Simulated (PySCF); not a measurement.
# F3HSi (trifluorosilane): the cost of one run

Computed with PySCF 2.14.0, with density-fitted response routines of our own, on a single molecule, in the gas phase or a continuum. Atoms count from 0, in the outputs and in this text.

## (1) The starting structure

5 atoms, charge 0, multiplicity 1; geometry from: GFN2-xTB. The atoms were then displaced at random by about 0.01 Å, so the start is not that level's minimum.

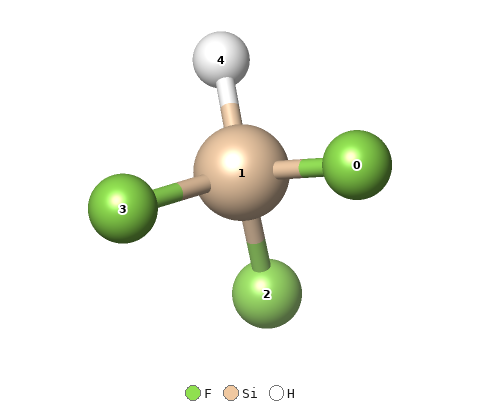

As it starts; fluorine green, silicon light orange, hydrogen white, atoms numbered; sticks join atoms by distance.

## (2) Optimising the geometry at PBE0-D3(BJ)/def2-TZVP

Job settings and geometry (Å):

```
{"job": {"xc": "PBE0", "basis": "def2-TZVP", "d3": "d3bj", "grid": 2, "shake": 0.01, "kind": "geom"}, "charge": 0, "multiplicity": 1}
F     -0.424710     1.322090    -0.615810
Si    -0.015700    -0.002520     0.082800
F     -0.840470    -1.139470    -0.660260
F      1.531620    -0.221060    -0.332030
H     -0.217170     0.006980     1.487410
```

Run with:

```sh
> OMP_NUM_THREADS=1 python probes_run.py task.json out
```

The driver reads the jobs from task.json and runs them one after another.

Q: Estimate the wall time and peak memory of this first job on 1 thread of Intel Xeon Platinum 8259CL at 2.50GHz, shared host.

About 25 s, with a peak of 0.53 GiB.
